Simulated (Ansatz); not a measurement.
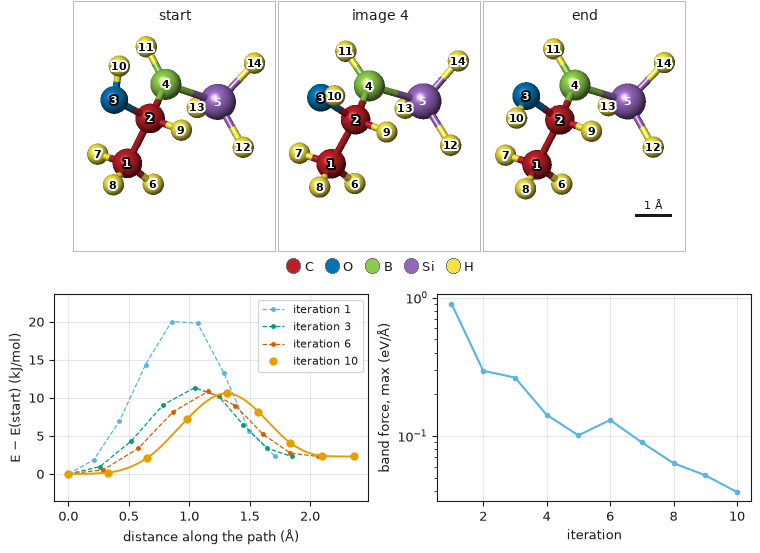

NEB run on C$_{2}$H$_{9}$BOSi. Images are numbered from 0 (start) to 8 (end). The plot follows the band through its iterations. The picture is a ball-and-stick view, seen from a free direction.

Method: RKS r2SCAN/6-31G in Ansatz. Run with 7 movable images; climbing image; force threshold 0.05 eV/Å; iteration limit 33; starting path by image-dependent pair potential.

Judge this run.

The result is final at these settings. The band converged in 10 iterations. The largest component of the band force went from 0.91 to 0.039 eV/Å. The climbing image converged on the top of the path. Its vibrational analysis gives one imaginary mode (341i cm⁻¹), as a transition state must have. The first iteration put the highest image at 20.0 kJ/mol. The highest point, image 4, lies 10.6 kJ/mol above the start and 8.3 kJ/mol above the end; the end is at +2.3 kJ/mol relative to the start.

Limits of the set-up: the basis has no polarisation functions, which atoms past neon need.
